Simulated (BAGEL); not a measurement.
# doublet PH+ at 6 levels

We compute a comparison of 6 runs (UHF/3-21G, ROHF/6-31G*, CASPT2(5,5)/6-31G*, MRCI(5,5)/cc-pVTZ, NEVPT2(5,5)/cc-pVTZ, FCI/6-31G*) of doublet PH+. 

The calculation is run with BAGEL 1.2.2.

2 further runs of the same task are left out: 2 set aside as unsound or not needed.

### 1 The system as given

PH+ has 2 atoms, charge +1, and is taken as a doublet. As SMILES of the parent species, `[PH]`. Geometry: relaxed at PBE0-D4/def2-TZVP. That shape belongs to the parent species and isn't relaxed for this state.

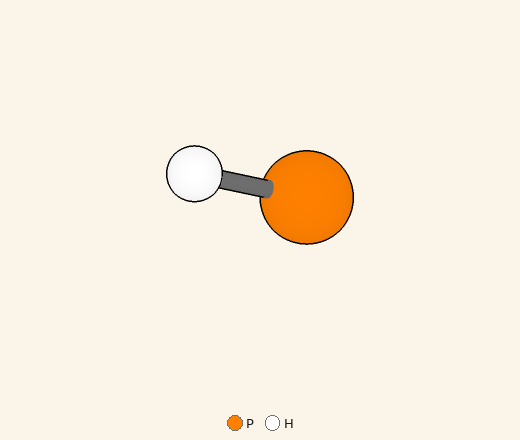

The structure, seen from a chosen angle (phosphorus orange, hydrogen white).

### 2 A single-point energy at UHF/3-21G (density fitting with cc-pvqz-jkfit) (run 1)

The input, hf.json:

```json
{ "bagel": [

{
  "title": "molecule",
  "basis": "3-21g",
  "df_basis": "cc-pvqz-jkfit",
  "angstrom": true,
  "geometry": [
    { "atom": "P", "xyz": [    0.000000,    0.000000,   -0.014610 ] },
    { "atom": "H", "xyz": [    0.000000,    0.000000,    1.413680 ] }
  ]
},
{
  "title": "uhf",
  "charge": 1,
  "nopen": 1
},
{
  "title": "print",
  "file": "orbitals.molden",
  "orbitals": true
}

]}
```

Started as:

```console
$ BAGEL_NUM_THREADS=1 BAGEL hf.json > hf.out
```

Output:

```text
* using 1 threads per process

  ===============================================================
  ===============================================================

  *** Geometry ***

  { "atom" : "P", "xyz" : [      0.000000,      0.000000,     -0.027609 ] },
  { "atom" : "H", "xyz" : [      0.000000,      0.000000,      2.671468 ] },

  Number of auxiliary basis functions:      199

  Since a DF basis is specified, we compute 2- and 3-index integrals:
    o Being stored without compression. Storage requirement is 0.000 GB

  Number of basis functions:       15
  Number of electrons      :       16

    * METHOD: MOLECULE                             0.02

  *** Open-shell HF ***

  === Nuclear Repulsion ===
     5.5574555308

      * DIIS with orbital gradients will be used.

  === UHF iteration (3-21g) ===
      0       -339.15825669          0.03629997           0.00
      1       -339.18887644          0.00741091           0.00
      2       -339.18973148          0.00120562           0.00
      3       -339.18985531          0.00031731           0.00
      4       -339.18988482          0.00005047           0.00
      5       -339.18989286          0.00001208           0.00
      6       -339.18989642          0.00000580           0.00
      7       -339.18989788          0.00000342           0.00
      8       -339.18989855          0.00000024           0.00
      9       -339.18989855          0.00000005           0.00
     10       -339.18989855          0.00000001           0.00
    * SCF iteration converged.

    * S^2 (UHF) is 0.7531

    * Permanent dipole moment:
           (    0.000000,    -0.000000,    -0.427574) a.u.

    * METHOD: UHF                                  0.03

    * METHOD: PRINT                                0.00

  ===============================================================
```

Wall time 0.2 s (1 thread of Arm Neoverse V2, shared host).

### 3 A single-point energy at ROHF/6-31G(d) (density fitting with cc-pvqz-jkfit, spherical functions) (run 2)

The input, input.json:

```json
{ "bagel": [

{
  "title": "molecule",
  "basis": "6-31gs.json",
  "df_basis": "cc-pvqz-jkfit",
  "angstrom": true,
  "geometry": [
    { "atom": "P", "xyz": [       0.000000,       0.000000,      -0.014610 ] },
    { "atom": "H", "xyz": [       0.000000,       0.000000,       1.413680 ] }
  ]
},

{ "title": "rohf", "charge": 1, "nopen": 1 },

{ "title": "print", "file": "orbitals.molden", "orbitals": true }

]}
```

The basis set 6-31G* is read from a file made from the Basis Set Exchange's data (not shown).

Started as:

```console
$ BAGEL_NUM_THREADS=1 BAGEL input.json > input.out
```

Output:

```text
* using 1 threads per process

  ===============================================================
  ===============================================================

  *** Geometry ***

  { "atom" : "P", "xyz" : [      0.000000,      0.000000,     -0.027609 ] },
  { "atom" : "H", "xyz" : [      0.000000,      0.000000,      2.671468 ] },

  Number of auxiliary basis functions:      199

  Since a DF basis is specified, we compute 2- and 3-index integrals:
    o Being stored without compression. Storage requirement is 0.001 GB

  Number of basis functions:       20
  Number of electrons      :       16

    * METHOD: MOLECULE                             0.02

  *** Open-shell HF ***

  === Nuclear Repulsion ===
     5.5574555308

      * DIIS with orbital gradients will be used.

  === ROHF iteration (6-31gs.json) ===
      0       -340.86492257          0.03335739           0.00
      1       -340.90202555          0.00660534           0.00
      2       -340.90312725          0.00160307           0.00
      3       -340.90323429          0.00020950           0.00
      4       -340.90323611          0.00002813           0.00
      5       -340.90323597          0.00000579           0.00
      6       -340.90323596          0.00000043           0.00
      7       -340.90323596          0.00000010           0.00
      8       -340.90323596          0.00000002           0.00
      9       -340.90323596          0.00000000           0.00
    * SCF iteration converged.

    * S^2 (ROHF) is 0.7500

    * Permanent dipole moment:
           (    0.000000,     0.000000,    -0.325297) a.u.

    * METHOD: ROHF                                 0.04

    * METHOD: PRINT                                0.00

  ===============================================================
```

Run time: 0.22 s. Hardware: 1 thread of Arm Neoverse V2, shared host.

### 4 The energy at CASPT2(5,5)/6-31G(d) (density fitting with cc-pvqz-jkfit, spherical functions) (run 3)

The input, calc.json:

```json
{ "bagel": [

{
  "title": "molecule",
  "basis": "6-31gs.json",
  "df_basis": "cc-pvqz-jkfit",
  "angstrom": true,
  "geometry": [
    { "atom": "P", "xyz": [    0.000000,    0.000000,   -0.014610 ] },
    { "atom": "H", "xyz": [    0.000000,    0.000000,    1.413680 ] }
  ]
},
{
  "title": "hf",
  "charge": 2
},
{
  "title": "casscf",
  "nstate": 1,
  "nact": 5,
  "nclosed": 5,
  "charge": 1,
  "nspin": 1,
  "maxiter": 200,
  "natocc": true
},
{
  "title": "print",
  "file": "orbitals.molden",
  "orbitals": true
},
{
  "title": "smith",
  "method": "caspt2",
  "ms": true,
  "xms": true,
  "sssr": true,
  "shift": 0.0,
  "ncore": 5
}

]}
```

The basis set 6-31G* is read from a file made from the Basis Set Exchange's data (not shown).

Started as:

```console
$ BAGEL_NUM_THREADS=1 BAGEL calc.json > calc.out
```

Output:

```text
* using 1 threads per process

  ===============================================================
  ===============================================================

  *** Geometry ***

  { "atom" : "P", "xyz" : [      0.000000,      0.000000,     -0.027609 ] },
  { "atom" : "H", "xyz" : [      0.000000,      0.000000,      2.671468 ] },

  Number of auxiliary basis functions:      199

  Since a DF basis is specified, we compute 2- and 3-index integrals:
    o Being stored without compression. Storage requirement is 0.001 GB

[... 18 lines left out ...]
    * SCF iteration converged.
[... 1 line left out ...]
    * Permanent dipole moment:
[... 22 lines left out ...]
    * Second-order optimization converged. *
[... 11 lines left out ...]
     * ci vector, state   0, <S^2> = 0.7500
[... 18 lines left out ...]
    * Zeroth order energy : state  0       -4.1092153395

    * CASPT2 iteration is performed using redundant basis

      ---- iteration ----

        0    -0.04315002     0.00845072      0.00
        1    -0.04358522     0.00082669      0.00
        2    -0.04359228     0.00007960      0.00
        3    -0.04359233     0.00000993      0.00
        4    -0.04359233     0.00000117      0.00
        5    -0.04359233     0.00000012      0.00

      -------------------

    * CASPT2 energy : state  0     -340.9847476035
        reference weight              0.9788747017

    * METHOD: SMITH                                0.04

  ===============================================================
```

Wall time 0.42 s (1 thread of Arm Neoverse V2, shared host).

Runs 4 to 5 aren't shown in full; the table further down has their settings and results.

### 5 A single-point energy at FCI/6-31G(d) (density fitting with cc-pvqz-jkfit, spherical functions) (run 6)

input.json: that of step 3 with these lines changed.

```diff
@@ -13,5 +13,5 @@
 
-{ "title": "rohf", "charge": 1, "nopen": 1 },
+{ "title": "hf", "charge": 2 },
 
-{ "title": "print", "file": "orbitals.molden", "orbitals": true }
+{ "title": "fci", "nstate": 1, "charge": 1, "ncore": 5, "nspin": 1 }
```

The basis set 6-31G* is read from a file made from the Basis Set Exchange's data (not shown).

Started as:

```console
$ BAGEL_NUM_THREADS=1 BAGEL input.json > input.out
```

Output:

```text
* using 1 threads per process

  ===============================================================
  ===============================================================

  *** Geometry ***

  { "atom" : "P", "xyz" : [      0.000000,      0.000000,     -0.027609 ] },
  { "atom" : "H", "xyz" : [      0.000000,      0.000000,      2.671468 ] },

  Number of auxiliary basis functions:      199

  Since a DF basis is specified, we compute 2- and 3-index integrals:
    o Being stored without compression. Storage requirement is 0.001 GB

[... 18 lines left out ...]
    * SCF iteration converged.
[... 1 line left out ...]
    * Permanent dipole moment:
[... 29 lines left out ...]
      0  0      -340.88407204     1.88e-03      0.03
      1  0      -340.98469269     6.85e-04      0.03
      2  0      -340.99426748     1.95e-04      0.03
[... 12 lines of this table left out ...]
     15  0 *    -340.99510965     7.02e-11      0.03

     * ci vector, state   0, <S^2> = 0.7500
       22a............    -0.9545168808
       2.a.2..........    -0.0906085369
       2.a2...........    -0.0763446422
       2aa...b........     0.0743705498
       .2a2...........    -0.0740582037
       2ba...a........    -0.0645149535
       b2a..a.........    -0.0513634719
       2aa.b..........    -0.0507884449

    * METHOD: FCI                                  0.49

  ===============================================================
```

Wall time 0.68 s (1 thread of Arm Neoverse V2, shared host).

### 6 All runs side by side

```csv
run,level,iteration cap,active rule,energy (Eh),wall time
1,UHF/3-21G (density fitting with cc-pvqz-jkfit),–,–,-339.189899,0.2 s
2,"ROHF/6-31G* (density fitting with cc-pvqz-jkfit, spherical functions)",–,–,-340.903236,0.22 s
3,"CASPT2(5,5)/6-31G* (density fitting with cc-pvqz-jkfit, spherical functions)",200,valence,-340.984748,0.42 s
4,"MRCI(5,5)/cc-pVTZ (density fitting with cc-pvqz-jkfit)",200,valence,-341.058093,2.5 s
5,"NEVPT2(5,5)/cc-pVTZ (density fitting with cc-pvqz-jkfit)",200,valence,-341.038874,0.78 s
6,"FCI/6-31G* (density fitting with cc-pvqz-jkfit, spherical functions)",–,–,-340.995110,0.68 s
```

### 7 Summary of results

```
           quantity          value
run 6: total energy  -340.99511 Eh
```

In words: Against full CI in this basis: ROHF +91.9 mEh; CASPT2(5,5) +10.4 mEh. All runs together took 4.8 s, the longest 2.5 s.
